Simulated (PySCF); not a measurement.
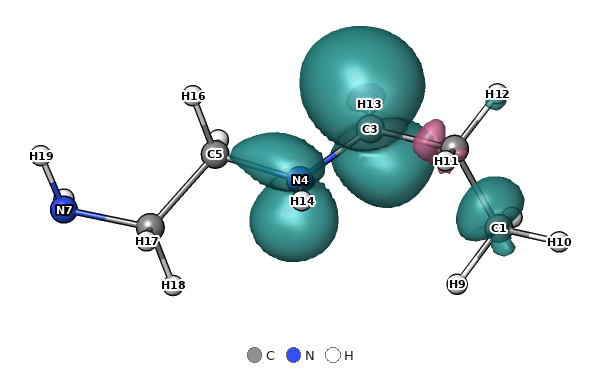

The picture shows: C$_{5}$H$_{13}$N$_{2}$ (doublet). Isosurfaces of the spin density at +0.02 (teal) and −0.02 e/Å³ (pink), seen across its widest extent.

Geometry: GFN2-xTB.

Level of theory: PySCF, UKS B3LYP, pcH-1 on C H N, non-relativistic, mean-field spin-orbit, GIAO.

```csv
atom,x (Å),y (Å),z (Å)
C,-3.0423,0.7513,-0.3662
C,-2.4113,-0.6518,-0.2797
C,-1.0080,-0.6943,-0.7627
N,-0.0118,-0.1819,0.0684
C,1.3716,-0.3888,-0.2795
C,2.2832,0.4734,0.6099
N,3.6938,0.3899,0.2883
H,-3.0725,1.0858,-1.4003
H,-2.4510,1.4605,0.2080
H,-4.0573,0.7401,0.0257
H,-2.4492,-0.9843,0.7625
H,-3.0152,-1.3409,-0.8754
H,-0.8136,-0.5873,-1.8176
H,-0.2037,-0.3331,1.0518
H,1.4997,-0.0988,-1.3278
H,1.6723,-1.4487,-0.1870
H,2.1637,0.1687,1.6542
H,1.9778,1.5193,0.5247
H,4.0122,-0.5716,0.3529
H,3.8565,0.7031,-0.6629
```

**Describe the spin distribution.**

The unpaired spin (1 electron) lies mostly on C3 (about 0.6) and N4 (about 0.2), in electrons by Hirshfeld's partition.
